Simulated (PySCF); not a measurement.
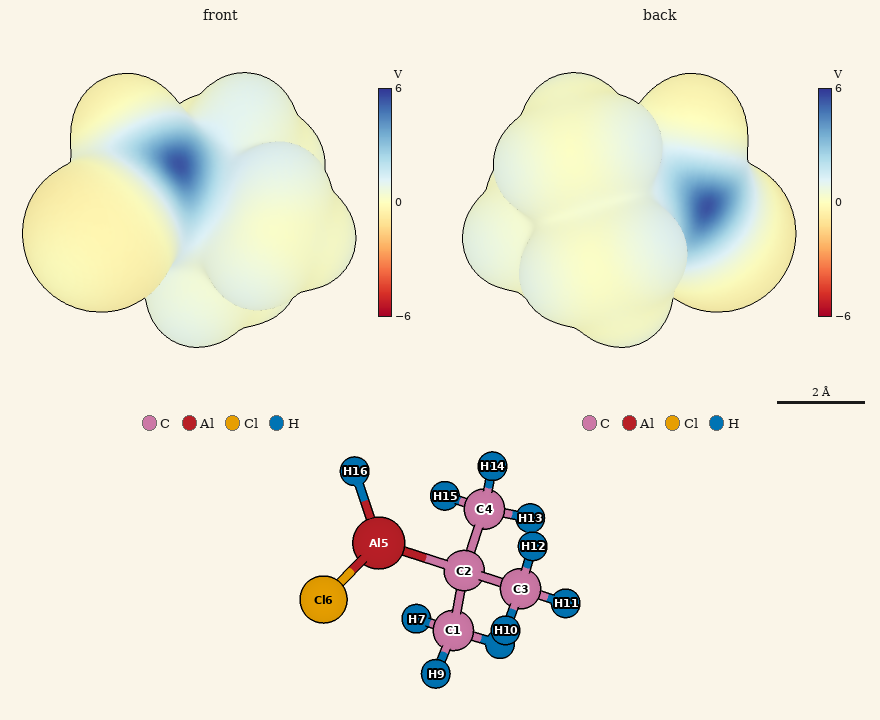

The picture shows: C$_{4}$H$_{10}$AlCl (SMILES C[C](C)(C)[AlH][Cl]). The molecular electrostatic potential painted on the density surface at 0.004 e/bohr³, seen from the front and from behind; red is negative and blue positive. The bare structure is drawn below in the same view.

Geometry: GFN2-xTB.

All numbers below come from PySCF, PBE0/pcSseg-1, SCF density, gas phase, non-relativistic.

```xyz
16

C    -0.6536   -1.1117   -0.8749
C    -0.0288    0.0079   -0.0274
C    -0.0684    1.3040   -0.8527
C    -0.8389    0.1919    1.2611
Al    1.8495   -0.4537    0.5997
Cl    3.4616   -0.8337   -0.5643
H    -0.7179   -2.0390   -0.3051
H    -1.6592   -0.8370   -1.1986
H    -0.0507   -1.3000   -1.7645
H     0.5577    1.2104   -1.7413
H    -1.0867    1.5265   -1.1769
H     0.2966    2.1473   -0.2659
H    -1.8775    0.4455    1.0460
H    -0.4078    0.9877    1.8703
H    -0.8223   -0.7239    1.8540
H     2.0387   -0.5131    2.1288
```

Q: Which sites attract a positive test charge, and which a negative one?

A: A positive charge is drawn to the negative regions and a negative charge to the positive ones. The most negative region (about −0.5 V) lies over Cl6, the most positive (about +5.1 V) over Al5.
